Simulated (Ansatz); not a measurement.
Take BaTiO3 in the cubic perovskite structure (space group Pm-3m, No. 221; a = 3.9346 Å) as the base.

Perturbation: hydrostatic tension (pressure −1 GPa).

All numbers come from LDA/PAW in Ansatz (an electronic-structure program), no spin-orbit coupling.

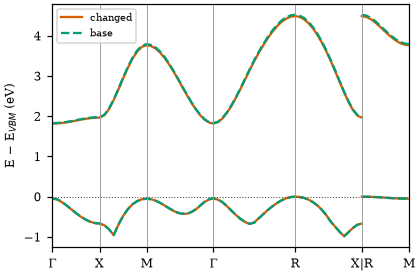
Highest valence and lowest conduction band along the path, each from its own valence-band maximum

Problem. Read the changed gap and its character from the plot.

Solution. About 1.8 eV, indirect, R → Γ.

Load acts through the strain it causes; cell and atoms are relaxed under it. Stability against distortions was not tested. The final runs are not spin-polarised. Many cubic perovskites are stable only at high temperature; tilts and polar distortions were not tested. This is not the structure that BaTiO3 has at room temperature and ambient pressure.
